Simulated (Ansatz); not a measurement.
## Run report: C2H8B2OSi, geometry relaxation (part 2 of 2)

The same run, continued: C2H8B2OSi; RKS BLYP-D4/def2-SVP (Ansatz 0.2.0). It belongs to a series of runs on one base structure; here: end point B relaxed.

Geometry of the input (Å):
```
B  -1.9257  0.2324  0.2016
C  -0.5605  0.7449  -0.3470
Si -0.0250  0.1880  -2.0120
C  -1.1288  0.8515  -3.3766
B  0.0114  2.1259  0.1798
O  0.4731  0.7209  0.5729
H  -2.1517  -0.8698  0.3737
H  -2.8302  1.0627  0.2620
H  0.0027  -1.3341  -2.0964
H  1.3461  0.6571  -2.3283
H  -1.2030  1.9297  -3.2848
H  -2.1911  0.4416  -3.1429
H  -0.8662  0.5117  -4.2781
H  -0.4242  3.1356  0.5265
```

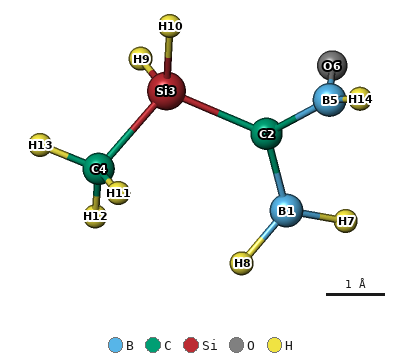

Figure 1. The geometry at step 13 of the log (ball-and-stick view, seen at a tilt; atoms are numbered from 1 in the order of the input).

**Trajectory as extended XYZ, continued**
```
14
Properties=species:S:1:pos:R:3:forces:R:3 step=6 energy=-13472.21193
B    -2.0347    0.3052    0.1037   -0.1366  -0.3319  -0.0674
C    -0.6799    0.8214   -0.3909   -0.2868   0.0414   0.1940
Si   -0.0163    0.2831   -2.1006   -0.0226   0.0243   0.0257
C    -1.2571    0.8038   -3.4347   -0.0664   0.0128   0.0596
B     0.0329    1.9032    0.4660    0.2815  -0.4725   0.0383
O     0.5114    0.7027    0.7917   -0.1119   0.2769  -0.2039
H    -2.0491   -0.5630    0.9807   -0.1600   0.5077  -0.1328
H    -3.0864    0.6951   -0.4242    0.4644  -0.2409   0.1226
H     0.1339   -1.2123   -2.0879   -0.0036   0.0336  -0.0072
H     1.3389    0.8853   -2.3187   -0.0075   0.0462   0.0074
H    -1.3524    1.9073   -3.4820   -0.0158  -0.0045   0.0066
H    -2.2583    0.3791   -3.2111    0.0413   0.0364  -0.0326
H    -0.9471    0.4411   -4.4343    0.0398  -0.0195  -0.0251
H     0.1909    3.0461    0.7927   -0.0158   0.0900   0.0147
14
Properties=species:S:1:pos:R:3:forces:R:3 step=7 energy=-13472.30087
B    -2.0384    0.3094    0.1011   -0.1797  -0.1835   0.0227
C    -0.6845    0.8115   -0.3789   -0.1468  -0.1309   0.0329
Si   -0.0211    0.3025   -2.0999   -0.0585   0.0717   0.0433
C    -1.2713    0.7958   -3.4332   -0.0762   0.0480   0.0597
B     0.0711    1.8686    0.4805    0.1928  -0.2607   0.0520
O     0.5408    0.6630    0.7667   -0.0874   0.1919  -0.0683
H    -2.1329   -0.4167    1.0881   -0.0544   0.3561  -0.1967
H    -3.0410    0.6119   -0.5494    0.2997  -0.1633   0.1483
H     0.1521   -1.1882   -2.1015    0.0440   0.0040   0.0049
H     1.3164    0.9468   -2.3121   -0.0078   0.0073  -0.0136
H    -1.4166    1.8946   -3.4599   -0.0096  -0.0022  -0.0053
H    -2.2560    0.3228   -3.2367    0.0426   0.0257  -0.0080
H    -0.9291    0.4677   -4.4334    0.0436  -0.0147  -0.0588
H     0.2372    3.0084    0.8191   -0.0023   0.0507  -0.0131
14
Properties=species:S:1:pos:R:3:forces:R:3 step=8 energy=-13472.35285
B    -2.0564    0.3083    0.1199   -0.1605  -0.1239   0.1397
C    -0.6986    0.7616   -0.3689    0.0828   0.0232  -0.0054
Si   -0.0236    0.3170   -2.1011    0.0257  -0.0672   0.0457
C    -1.2734    0.8042   -3.4352   -0.0899   0.0329   0.0301
B     0.0946    1.8252    0.4741   -0.0537  -0.1170  -0.0418
O     0.5331    0.6218    0.7774   -0.0109   0.0089  -0.0376
H    -2.1974   -0.2599    1.1939   -0.0107   0.2019  -0.1733
H    -3.0295    0.5147   -0.5918    0.1354  -0.0665   0.0625
H     0.2036   -1.1669   -2.1308    0.0242   0.0058  -0.0178
H     1.2989    0.9946   -2.3096   -0.0175   0.0364   0.0117
H    -1.4537    1.8985   -3.4369   -0.0143  -0.0185  -0.0077
H    -2.2432    0.2919   -3.2661    0.0324   0.0392  -0.0042
H    -0.9045    0.5118   -4.4390    0.0331   0.0062  -0.0048
H     0.2768    2.9754    0.7644    0.0240   0.0385   0.0028
14
Properties=species:S:1:pos:R:3:forces:R:3 step=9 energy=-13472.37616
B    -2.0779    0.3194    0.1341    0.0181  -0.0196   0.0684
C    -0.6989    0.7055   -0.3668   -0.0820  -0.1357  -0.0137
Si   -0.0150    0.3004   -2.1014    0.0437   0.0381  -0.0317
C    -1.2761    0.8045   -3.4217   -0.0511  -0.0320   0.0257
B     0.0981    1.7856    0.4489    0.0470  -0.1360   0.0709
O     0.5113    0.5790    0.7813   -0.0387   0.1311  -0.0514
H    -2.2542   -0.0841    1.2703   -0.0035   0.0737  -0.1278
H    -3.0249    0.4388   -0.6230    0.0461  -0.0064   0.0356
H     0.2940   -1.1678   -2.1853   -0.0231   0.0268   0.0133
H     1.2659    1.0568   -2.2999    0.0268  -0.0028   0.0147
H    -1.4826    1.8930   -3.3769   -0.0028  -0.0121  -0.0048
H    -2.2347    0.2646   -3.2845    0.0077   0.0142  -0.0038
H    -0.8883    0.5653   -4.4333    0.0065   0.0154   0.0123
H     0.3099    2.9371    0.7087    0.0052   0.0450  -0.0076
14
Properties=species:S:1:pos:R:3:forces:R:3 step=10 energy=-13472.37874
B    -2.0791    0.3168    0.1233    0.0359  -0.0314   0.0790
C    -0.6951    0.6880   -0.3681   -0.0036  -0.0858  -0.0549
Si   -0.0031    0.2925   -2.1004   -0.0116   0.0550  -0.0324
C    -1.2768    0.8088   -3.4037   -0.0181  -0.0190   0.0261
B     0.0939    1.7841    0.4372    0.0178  -0.1046   0.0359
O     0.5152    0.5852    0.7806   -0.0522   0.0610  -0.0063
H    -2.2704   -0.0641    1.2615   -0.0150   0.0485  -0.0649
H    -3.0149    0.4267   -0.6464    0.0217   0.0026   0.0186
H     0.3000   -1.1748   -2.2033   -0.0055   0.0141   0.0213
H     1.2767    1.0526   -2.2897    0.0303  -0.0084   0.0045
H    -1.4796    1.8975   -3.3500   -0.0018  -0.0086  -0.0037
H    -2.2337    0.2714   -3.2497    0.0002   0.0057  -0.0249
H    -0.9040    0.5738   -4.4215   -0.0062   0.0078  -0.0012
H     0.2976    2.9397    0.6806    0.0081   0.0631   0.0029
14
Properties=species:S:1:pos:R:3:forces:R:3 step=11 energy=-13472.37986
B    -2.0766    0.3078    0.1248   -0.0104   0.1394   0.1089
C    -0.6875    0.6523   -0.3681   -0.0007  -0.0285  -0.0253
Si    0.0061    0.2960   -2.1071   -0.0009  -0.0925   0.0221
C    -1.2815    0.8107   -3.3990    0.0248   0.0271   0.0128
B     0.0907    1.7665    0.4279   -0.0283  -0.0084   0.0734
O     0.5073    0.5737    0.7922    0.0020   0.0154  -0.0484
H    -2.2926    0.0093    1.2840    0.0179  -0.0273  -0.1020
H    -3.0034    0.4110   -0.6560    0.0089  -0.0397   0.0050
H     0.3200   -1.1684   -2.2157    0.0026   0.0032  -0.0248
H     1.2895    1.0560   -2.2825   -0.0163   0.0208  -0.0123
H    -1.5046    1.8944   -3.3219   -0.0044  -0.0129  -0.0087
H    -2.2291    0.2538   -3.2578    0.0134  -0.0050  -0.0037
H    -0.9051    0.6065   -4.4225   -0.0074   0.0057   0.0140
H     0.2933    2.9285    0.6523   -0.0012   0.0028  -0.0110
14
Properties=species:S:1:pos:R:3:forces:R:3 step=12 energy=-13472.38113
B    -2.0786    0.3292    0.1297   -0.0055  -0.1186   0.0320
C    -0.6862    0.6505   -0.3663    0.0043   0.0283  -0.0138
Si    0.0047    0.2905   -2.1059    0.0063  -0.0422   0.0116
C    -1.2818    0.8093   -3.3970    0.0058   0.0156   0.0034
B     0.0921    1.7652    0.4305    0.0062   0.0498   0.0356
O     0.5076    0.5724    0.7933   -0.0098  -0.0046  -0.0256
H    -2.2975    0.0134    1.2830    0.0125   0.0508  -0.0668
H    -2.9995    0.4024   -0.6615   -0.0023   0.0474   0.0262
H     0.3232   -1.1722   -2.2220   -0.0049   0.0037  -0.0082
H     1.2845    1.0565   -2.2851   -0.0116   0.0087  -0.0035
H    -1.5153    1.8902   -3.3100    0.0000  -0.0184  -0.0028
H    -2.2251    0.2422   -3.2674    0.0118   0.0004  -0.0018
H    -0.8998    0.6199   -4.4215   -0.0037   0.0037   0.0192
H     0.2984    2.9286    0.6507   -0.0093  -0.0245  -0.0056
14
Properties=species:S:1:pos:R:3:forces:R:3 step=13 energy=-13472.38210
B    -2.0776    0.3506    0.1235   -0.0190  -0.1068   0.0288
C    -0.6803    0.6489   -0.3719   -0.0179  -0.0134  -0.0087
Si    0.0101    0.2965   -2.1102    0.0043   0.0025  -0.0332
C    -1.2886    0.7938   -3.3976    0.0204  -0.0061   0.0103
B     0.0928    1.7495    0.4481    0.0359   0.0759   0.0146
O     0.5101    0.5487    0.7813    0.0085  -0.0031   0.0272
H    -2.3052    0.0372    1.2758    0.0174   0.0451  -0.0694
H    -2.9947    0.4536   -0.6679   -0.0161   0.0381   0.0243
H     0.3510   -1.1607   -2.2219   -0.0065  -0.0094  -0.0052
H     1.2772    1.0808   -2.3043   -0.0127   0.0044   0.0129
H    -1.5453    1.8685   -3.3049   -0.0008  -0.0089  -0.0028
H    -2.2185    0.2050   -3.2696    0.0041   0.0005  -0.0094
H    -0.9008    0.6175   -4.4220   -0.0131   0.0035   0.0072
H     0.2963    2.9082    0.6921   -0.0046  -0.0222   0.0033
14
Properties=species:S:1:pos:R:3:forces:R:3 step=14 energy=-13472.38271
B    -2.0752    0.3529    0.1218    0.0197   0.0419  -0.1293
C    -0.6774    0.6514   -0.3730   -0.0331  -0.0253  -0.0049
Si    0.0094    0.2980   -2.1126    0.0197   0.0254  -0.0177
C    -1.2902    0.7856   -3.4022    0.0015  -0.0063   0.0164
B     0.0957    1.7466    0.4567    0.0092   0.0057   0.0028
O     0.5123    0.5430    0.7821    0.0071   0.0074   0.0062
H    -2.2994    0.0371    1.2638   -0.0233  -0.0372   0.1347
H    -2.9973    0.4877   -0.6586   -0.0055   0.0007  -0.0014
H     0.3546   -1.1584   -2.2225    0.0019  -0.0055  -0.0022
H     1.2705    1.0920   -2.3050   -0.0013  -0.0085  -0.0013
H    -1.5580    1.8573   -3.3083   -0.0019  -0.0044  -0.0014
H    -2.2148    0.1873   -3.2792    0.0046   0.0029  -0.0043
H    -0.8988    0.6153   -4.4259   -0.0029   0.0013   0.0002
H     0.2955    2.9022    0.7134    0.0043   0.0018   0.0021
14
Properties=species:S:1:pos:R:3:forces:R:3 step=15 energy=-13472.38327
B    -2.0769    0.3555    0.1205    0.0026   0.0105  -0.0259
C    -0.6773    0.6471   -0.3740   -0.0247  -0.0157   0.0004
Si    0.0125    0.2984   -2.1134    0.0057   0.0091  -0.0174
C    -1.2905    0.7846   -3.4000    0.0066  -0.0004   0.0082
B     0.0956    1.7437    0.4554    0.0072   0.0087   0.0058
O     0.5111    0.5400    0.7820    0.0056   0.0069   0.0066
H    -2.3046    0.0459    1.2693    0.0003  -0.0061   0.0166
H    -2.9977    0.4895   -0.6620   -0.0019   0.0010   0.0058
H     0.3609   -1.1571   -2.2269    0.0016  -0.0035   0.0000
H     1.2723    1.0941   -2.3061   -0.0045  -0.0033   0.0030
H    -1.5634    1.8547   -3.3018   -0.0014  -0.0058  -0.0019
H    -2.2123    0.1817   -3.2785    0.0050   0.0015  -0.0030
H    -0.8993    0.6203   -4.4248   -0.0050   0.0014   0.0015
H     0.2963    2.8996    0.7108    0.0027  -0.0042   0.0003
14
Properties=species:S:1:pos:R:3:forces:R:3 step=16 energy=-13472.38323 accepted=F
B    -2.0772    0.3550    0.1200   -0.0110   0.0040  -0.0168
C    -0.6783    0.6462   -0.3739    0.0008   0.0047  -0.0019
Si    0.0125    0.2981   -2.1131    0.0165   0.0100  -0.0064
C    -1.2898    0.7847   -3.3985   -0.0015  -0.0028  -0.0080
B     0.0947    1.7442    0.4554   -0.0028   0.0338  -0.0166
O     0.5107    0.5420    0.7822    0.0154  -0.0419   0.0201
H    -2.3047    0.0426    1.2680   -0.0017  -0.0036   0.0193
H    -2.9981    0.4910   -0.6620   -0.0022  -0.0002   0.0045
H     0.3614   -1.1572   -2.2269    0.0011  -0.0034  -0.0004
H     1.2721    1.0945   -2.3056   -0.0048  -0.0045   0.0045
H    -1.5625    1.8545   -3.3026   -0.0037   0.0139   0.0078
H    -2.2117    0.1830   -3.2779   -0.0122  -0.0102   0.0068
H    -0.9010    0.6198   -4.4235    0.0107  -0.0030  -0.0147
H     0.2986    2.8998    0.7089   -0.0045   0.0034   0.0017
14
Properties=species:S:1:pos:R:3:forces:R:3 step=17 energy=-13472.38333
B    -2.0775    0.3559    0.1203   -0.0002   0.0024  -0.0045
C    -0.6779    0.6462   -0.3741   -0.0084   0.0003  -0.0014
Si    0.0129    0.2986   -2.1140    0.0047   0.0009  -0.0016
C    -1.2902    0.7845   -3.3999    0.0027   0.0006   0.0007
B     0.0957    1.7436    0.4551   -0.0002   0.0001   0.0000
O     0.5109    0.5402    0.7826    0.0026  -0.0010   0.0027
H    -2.3045    0.0456    1.2697    0.0014  -0.0011   0.0025
H    -2.9988    0.4907   -0.6613   -0.0022   0.0013   0.0032
H     0.3617   -1.1570   -2.2274    0.0016  -0.0009  -0.0014
H     1.2726    1.0945   -2.3053   -0.0020  -0.0007   0.0011
H    -1.5642    1.8541   -3.3017   -0.0016  -0.0002   0.0005
H    -2.2114    0.1809   -3.2788    0.0006  -0.0020   0.0002
H    -0.8998    0.6209   -4.4250   -0.0003   0.0006  -0.0015
H     0.2972    2.8993    0.7103    0.0014  -0.0002  -0.0006
14
Properties=species:S:1:pos:R:3:forces:R:3 step=18 energy=-13472.38341
B    -2.0789    0.3638    0.1194   -0.0010  -0.0105   0.0016
C    -0.6777    0.6449   -0.3754   -0.0069   0.0068   0.0018
Si    0.0144    0.3007   -2.1154    0.0037   0.0023   0.0005
C    -1.2915    0.7795   -3.4007   -0.0018   0.0010  -0.0018
B     0.0973    1.7386    0.4585    0.0002  -0.0050  -0.0052
O     0.5101    0.5332    0.7813    0.0016  -0.0021   0.0041
H    -2.3066    0.0516    1.2687    0.0019   0.0053  -0.0056
H    -3.0006    0.5070   -0.6604    0.0011   0.0023   0.0030
H     0.3712   -1.1530   -2.2293   -0.0001   0.0002   0.0016
H     1.2702    1.1027   -2.3068   -0.0009   0.0008   0.0007
H    -1.5761    1.8461   -3.2986   -0.0006  -0.0010   0.0007
H    -2.2069    0.1666   -3.2828    0.0007  -0.0007   0.0005
H    -0.8990    0.6237   -4.4262    0.0006   0.0000  -0.0015
H     0.3008    2.8928    0.7183    0.0015   0.0007  -0.0005
14
Properties=species:S:1:pos:R:3:forces:R:3 step=19 energy=-13472.38345
B    -2.0808    0.3704    0.1181   -0.0063   0.0089   0.0106
C    -0.6784    0.6436   -0.3770   -0.0016   0.0075   0.0031
Si    0.0162    0.3047   -2.1170    0.0004  -0.0051   0.0050
C    -1.2931    0.7739   -3.4023   -0.0057   0.0018  -0.0041
B     0.0997    1.7317    0.4621   -0.0006  -0.0057  -0.0052
O     0.5082    0.5237    0.7801    0.0047  -0.0037   0.0030
H    -2.3090    0.0602    1.2680    0.0018  -0.0012  -0.0110
H    -3.0030    0.5254   -0.6588    0.0027  -0.0060  -0.0010
H     0.3822   -1.1469   -2.2288    0.0007   0.0022  -0.0009
H     1.2671    1.1142   -2.3081   -0.0010   0.0023  -0.0002
H    -1.5907    1.8366   -3.2963    0.0013  -0.0031   0.0005
H    -2.2014    0.1496   -3.2878    0.0025   0.0015   0.0008
H    -0.8979    0.6268   -4.4281    0.0009   0.0000   0.0001
H     0.3076    2.8842    0.7263    0.0004   0.0004  -0.0008
```
